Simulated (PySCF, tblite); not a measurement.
# C4H2F4O3: a rotation path, then NMR shifts on frames, part 2 of 2

tblite 0.8.0 and PySCF 2.14.0. Atoms count from 0.

### Step 5. NMR shieldings: image 4, PBE0/pcSseg-1

The job: settings as JSON, then the geometry in Å.

```
{"job": {"kind": "nmr", "xc": "PBE0", "basis": "pcSseg-1", "pop": false}, "charge": 0, "multiplicity": 1}
O      2.526500     0.365500     2.109000
C      1.709100     0.229900     1.274800
O      0.565600    -0.517900     1.271400
C      0.274400    -0.232200    -0.098300
O     -0.952700     0.410200    -0.272200
C     -2.076200    -0.331700    -0.237900
F     -2.914700     0.121700     0.683600
F     -2.714300    -0.263900    -1.407000
F     -1.864400    -1.619500     0.014800
C      1.469600     0.734600    -0.164500
F      2.407700     0.443000    -1.095800
H      0.364500    -1.129400    -0.720900
H      1.200500     1.790200    -0.253300
```

With the program's defaults for keys left out, this is: GIAO PBE0/pcSseg-1 NMR shielding, non-relativistic, gas phase.

What it wrote:

```text
coarse grid: 13192 points
cycle   1  E = -777.3411460896  dE =  2.470e+00  |g| = 1.410e+00  |ddm| = 3.358e+00
cycle   2  E = -776.6495084936  dE =  6.916e-01  |g| = 2.461e+00  |ddm| = 2.323e+00
cycle   3  E = -777.6557165659  dE = -1.006e+00  |g| = 4.041e-01  |ddm| = 1.758e+00
cycle   4  E = -777.6832570696  dE = -2.754e-02  |g| = 1.197e-01  |ddm| = 3.020e-01
cycle   5  E = -777.6853461909  dE = -2.089e-03  |g| = 4.271e-02  |ddm| = 7.907e-02
cycle   6  E = -777.6856507011  dE = -3.045e-04  |g| = 9.594e-03  |ddm| = 2.849e-02
cycle   7  E = -777.6856658853  dE = -1.518e-05  |g| = 2.098e-03  |ddm| = 5.914e-03
cycle   8  E = -777.6856666536  dE = -7.683e-07  |g| = 5.595e-04  |ddm| = 1.877e-03
final grid: 135616 points
cycle   9  E = -777.8089696147  dE = -4.188e-05  |g| = 1.558e-02  |ddm| = 2.793e-02
cycle  10  E = -777.8089009283  dE =  6.869e-05  |g| = 2.531e-02  |ddm| = 2.293e-02
cycle  11  E = -777.8090091895  dE = -1.083e-04  |g| = 2.691e-03  |ddm| = 1.518e-02
cycle  12  E = -777.8090104145  dE = -1.225e-06  |g| = 4.838e-04  |ddm| = 1.744e-03
cycle  13  E = -777.8090104453  dE = -3.085e-08  |g| = 2.638e-04  |ddm| = 4.133e-04
cycle  14  E = -777.8090104571  dE = -1.176e-08  |g| = 3.713e-05  |ddm| = 1.562e-04
cycle  15  E = -777.8090104573  dE = -2.037e-10  |g| = 1.543e-05  |ddm| = 3.450e-05
converged SCF energy = -777.8090104573

GIAO shielding tensors (ppm)
atom      isotropic    diamagn.    paramagn.     s11        s22        s33       span
  0 O     -109.127     394.057    -503.184   -355.369   -223.513    251.501    606.870
  1 C       22.498     252.449    -229.951    -87.254     67.508     87.239    174.493
  2 O       21.633     400.680    -379.047   -153.924     67.998    150.825    304.750
  3 C       89.205     244.440    -155.236     63.684     93.393    110.537     46.853
  4 O      183.627     400.795    -217.168    148.483    185.197    217.200     68.717
  5 C       56.269     236.683    -180.414     50.330     58.848     59.629      9.299
  6 F      235.652     468.549    -232.897    174.263    190.814    341.879    167.617
  7 F      237.523     468.241    -230.718    175.410    189.191    347.967    172.557
  8 F      252.284     472.991    -220.707    189.739    225.729    341.385    151.647
  9 C       83.978     248.629    -164.651     52.040     93.927    105.967     53.928
 10 F      385.813     467.589     -81.776    349.097    378.023    430.319     81.223
 11 H       25.558      29.804      -4.247     22.210     25.259     29.205      6.995
 12 H       25.894      28.961      -3.067     23.125     26.539     28.018      4.893
```

It took 81 s on 1 thread of Intel Xeon at 2.50GHz, shared host; peak memory 0.85 GiB.

In short: δ C1 164.4, C5 130.7, C9 102.9, C3 97.7, H11 6.16, H12 5.82 ppm.

### Step 6. Nuclear shieldings: image 6, PBE0/pcSseg-1

The job: settings as JSON, then the geometry in Å.

```
{"job": {"kind": "nmr", "xc": "PBE0", "basis": "pcSseg-1", "pop": false}, "charge": 0, "multiplicity": 1}
O      2.600600     0.178100     2.035000
C      1.752400     0.120300     1.222700
O      0.624200    -0.647700     1.178100
C      0.257100    -0.199400    -0.127500
O     -0.978900     0.454300    -0.134700
C     -2.072000    -0.325200    -0.187000
F     -3.099400     0.330900     0.318600
F     -2.387600    -0.657200    -1.446200
F     -1.946800    -1.470500     0.476200
C      1.443400     0.781700    -0.138400
F      2.341400     0.611400    -1.136700
H      0.301100    -1.012700    -0.860900
H      1.160000     1.836400    -0.095400
```

Level: GIAO PBE0/pcSseg-1 NMR shielding, non-relativistic, gas phase.

What it wrote:

```text
coarse grid: 13192 points
cycle   1  E = -777.3419294120  dE =  2.473e+00  |g| = 1.411e+00  |ddm| = 3.364e+00
cycle   2  E = -776.6461361759  dE =  6.958e-01  |g| = 2.466e+00  |ddm| = 2.337e+00
cycle   3  E = -777.6573094898  dE = -1.011e+00  |g| = 4.032e-01  |ddm| = 1.770e+00
cycle   4  E = -777.6846803368  dE = -2.737e-02  |g| = 1.206e-01  |ddm| = 3.030e-01
cycle   5  E = -777.6868074239  dE = -2.127e-03  |g| = 4.274e-02  |ddm| = 7.953e-02
cycle   6  E = -777.6871123363  dE = -3.049e-04  |g| = 9.597e-03  |ddm| = 2.851e-02
cycle   7  E = -777.6871275473  dE = -1.521e-05  |g| = 2.094e-03  |ddm| = 5.897e-03
cycle   8  E = -777.6871283078  dE = -7.605e-07  |g| = 5.680e-04  |ddm| = 1.853e-03
final grid: 135616 points
cycle   9  E = -777.8105309347  dE = -4.237e-05  |g| = 1.559e-02  |ddm| = 2.747e-02
cycle  10  E = -777.8104620610  dE =  6.887e-05  |g| = 2.535e-02  |ddm| = 2.292e-02
cycle  11  E = -777.8105704837  dE = -1.084e-04  |g| = 2.736e-03  |ddm| = 1.517e-02
cycle  12  E = -777.8105717496  dE = -1.266e-06  |g| = 4.721e-04  |ddm| = 1.770e-03
cycle  13  E = -777.8105717782  dE = -2.860e-08  |g| = 2.674e-04  |ddm| = 4.099e-04
cycle  14  E = -777.8105717902  dE = -1.199e-08  |g| = 3.428e-05  |ddm| = 1.554e-04
cycle  15  E = -777.8105717903  dE = -1.680e-10  |g| = 1.549e-05  |ddm| = 3.236e-05
converged SCF energy = -777.8105717903

GIAO shielding tensors (ppm)
atom      isotropic    diamagn.    paramagn.     s11        s22        s33       span
  0 O     -109.792     394.096    -503.888   -355.381   -223.297    249.301    604.682
  1 C       22.117     252.522    -230.405    -87.213     66.889     86.675    173.888
  2 O       19.983     400.214    -380.231   -156.761     66.765    149.945    306.706
  3 C       89.576     245.039    -155.463     62.330     95.501    110.898     48.568
  4 O      180.838     400.784    -219.947    147.981    181.952    212.579     64.598
  5 C       56.394     236.570    -180.176     51.896     55.984     61.301      9.404
  6 F      245.515     467.588    -222.073    184.012    205.602    346.930    162.919
  7 F      242.715     470.288    -227.573    171.975    197.699    358.471    186.495
  8 F      246.192     472.903    -226.712    181.494    213.894    343.186    161.692
  9 C       83.288     248.580    -165.292     51.790     92.744    105.328     53.538
 10 F      386.684     467.609     -80.925    350.483    378.249    431.320     80.837
 11 H       25.654      29.815      -4.161     22.140     25.437     29.385      7.246
 12 H       25.910      28.994      -3.084     23.153     26.526     28.052      4.899
```

It took 75 s on 1 thread of Intel Xeon at 2.50GHz, shared host; peak memory 0.93 GiB.

Key values: δ C1 164.8, C5 130.5, C9 103.6, C3 97.3, H11 6.06, H12 5.81 ppm.

### Step 7. Nuclear shieldings: image 8, PBE0/pcSseg-1

The job: settings as JSON, then the geometry in Å.

```
{"job": {"kind": "nmr", "xc": "PBE0", "basis": "pcSseg-1", "pop": false}, "charge": 0, "multiplicity": 1}
O      2.686900    -0.029800     1.920800
C      1.799200     0.007900     1.150900
O      0.671700    -0.759900     1.064400
C      0.252400    -0.168100    -0.165500
O     -0.994300     0.461500    -0.081300
C     -2.076600    -0.329400    -0.143300
F     -3.155700     0.431600    -0.145300
F     -2.102100    -1.074500    -1.256200
F     -2.176400    -1.178700     0.875500
C      1.418200     0.834600    -0.095200
F      2.275100     0.832100    -1.142400
H      0.291300    -0.889400    -0.989900
H      1.106100     1.862600     0.111100
```

Method: GIAO PBE0/pcSseg-1 NMR shielding, non-relativistic, gas phase.

What it wrote:

```text
coarse grid: 13192 points
cycle   1  E = -777.3434931408  dE =  2.471e+00  |g| = 1.409e+00  |ddm| = 3.358e+00
cycle   2  E = -776.6463685487  dE =  6.971e-01  |g| = 2.467e+00  |ddm| = 2.334e+00
cycle   3  E = -777.6578448208  dE = -1.011e+00  |g| = 4.046e-01  |ddm| = 1.768e+00
cycle   4  E = -777.6854360319  dE = -2.759e-02  |g| = 1.203e-01  |ddm| = 3.032e-01
cycle   5  E = -777.6875493039  dE = -2.113e-03  |g| = 4.265e-02  |ddm| = 7.920e-02
cycle   6  E = -777.6878526084  dE = -3.033e-04  |g| = 9.662e-03  |ddm| = 2.842e-02
cycle   7  E = -777.6878680099  dE = -1.540e-05  |g| = 2.123e-03  |ddm| = 5.937e-03
cycle   8  E = -777.6878687919  dE = -7.820e-07  |g| = 5.743e-04  |ddm| = 1.878e-03
final grid: 135616 points
cycle   9  E = -777.8118046334  dE = -4.486e-05  |g| = 1.533e-02  |ddm| = 2.462e-02
cycle  10  E = -777.8117384259  dE =  6.621e-05  |g| = 2.491e-02  |ddm| = 2.215e-02
cycle  11  E = -777.8118426526  dE = -1.042e-04  |g| = 2.697e-03  |ddm| = 1.473e-02
cycle  12  E = -777.8118438840  dE = -1.231e-06  |g| = 4.691e-04  |ddm| = 1.759e-03
cycle  13  E = -777.8118439122  dE = -2.822e-08  |g| = 2.642e-04  |ddm| = 4.062e-04
cycle  14  E = -777.8118439239  dE = -1.167e-08  |g| = 3.273e-05  |ddm| = 1.512e-04
cycle  15  E = -777.8118439240  dE = -1.455e-10  |g| = 1.498e-05  |ddm| = 3.071e-05
converged SCF energy = -777.8118439240

GIAO shielding tensors (ppm)
atom      isotropic    diamagn.    paramagn.     s11        s22        s33       span
  0 O     -108.614     394.089    -502.702   -354.014   -221.791    249.965    603.979
  1 C       22.285     252.595    -230.309    -87.304     66.589     87.570    174.873
  2 O       25.787     400.211    -374.424   -153.302     75.826    154.837    308.138
  3 C       89.869     244.830    -154.961     62.967     94.515    112.125     49.159
  4 O      179.997     400.569    -220.572    152.789    183.909    203.293     50.504
  5 C       56.776     236.301    -179.525     53.081     55.897     61.350      8.269
  6 F      246.668     467.342    -220.674    185.190    205.837    348.976    163.787
  7 F      253.093     471.943    -218.850    170.203    225.048    364.029    193.827
  8 F      241.570     471.604    -230.035    170.736    209.162    344.811    174.075
  9 C       82.897     248.944    -166.047     50.357     92.506    105.827     55.470
 10 F      385.824     467.576     -81.752    348.396    378.055    431.023     82.627
 11 H       25.548      29.785      -4.237     21.773     25.753     29.118      7.345
 12 H       25.874      29.023      -3.149     23.119     26.424     28.079      4.960
```

Run time: 78 s. Hardware: 1 thread of Intel Xeon at 2.50GHz, shared host; peak memory 0.92 GiB.

Key values: δ C1 164.6, C5 130.1, C9 104.0, C3 97.1, H11 6.17, H12 5.84 ppm.

### Step 8. Run by run: NMR shifts

Shifts (ppm) of some atoms, chosen among heavy atoms and hydrogens apart, with basis size and wall time:

```
  frame   H11   H12     O2     O4     F6     F7     F8  functions  time
image 0  6.17  5.84  310.4  156.1  -70.7  -75.7  -82.2        197  83 s
image 2  6.24  5.85  309.1  153.0  -65.5  -72.6  -85.5        197  79 s
image 4  6.16  5.82  314.4  152.5  -64.7  -66.6  -81.3        197  81 s
image 6  6.06  5.81  316.1  155.2  -74.6  -71.8  -75.2        197  75 s
image 8  6.17  5.84  310.3  156.1  -75.7  -82.1  -70.6        197  78 s
```

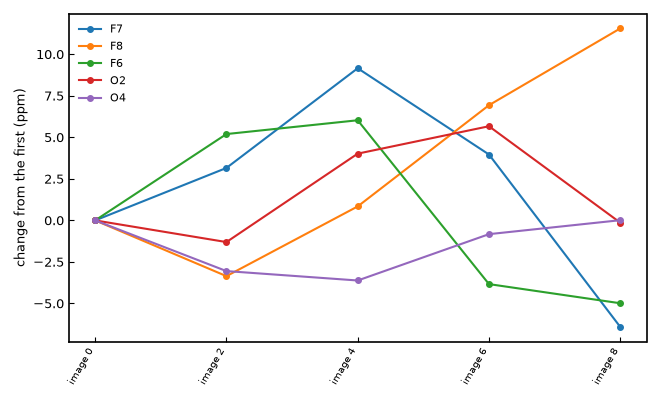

How five of the tabulated atoms move from run to run.

### Step 9. Outcome

This closing draws on all 2 parts.

| quantity | value |
| --- | --- |
| barrier | 0.064 eV (1.5 kcal/mol) at image 4 |
| end to end (GFN2-xTB) | 0.000 eV |
| ¹³C shifts against TMS (PBE0/pcSseg-1, image 0) | 164.6, 130.1, 104.1, 97.0 ppm |
| ¹H shifts against TMS (PBE0/pcSseg-1, image 0) | 6.17, 5.84 ppm |
| ¹⁷O shifts against H2O (PBE0/pcSseg-1, image 0) | 444.8, 310.4, 156.1 ppm |
| ¹⁹F shifts against CFCl3 (PBE0/pcSseg-1, image 0) | -70.7, -75.7, -82.2, -214.9 ppm |
| range of the shift of F7 | -82.1 to -66.6 ppm |

Along the band the dihedral turns by 119°, and the top (dihedral -118°) lies 1.5 kcal/mol above the start (GFN2-xTB, rough), so at room temperature this motion is fast. The top was not checked by a frequency run. Shifts at one fixed geometry are not the observed spectrum, which averages over the motion. In the first frame run (image 0): Shielding is most anisotropic at O0 (span 603 ppm, paramagnetic term -503 ppm). Across the 5 runs the shift of F7 moves most, between -82.1 (image 8) and -66.6 ppm (image 4).
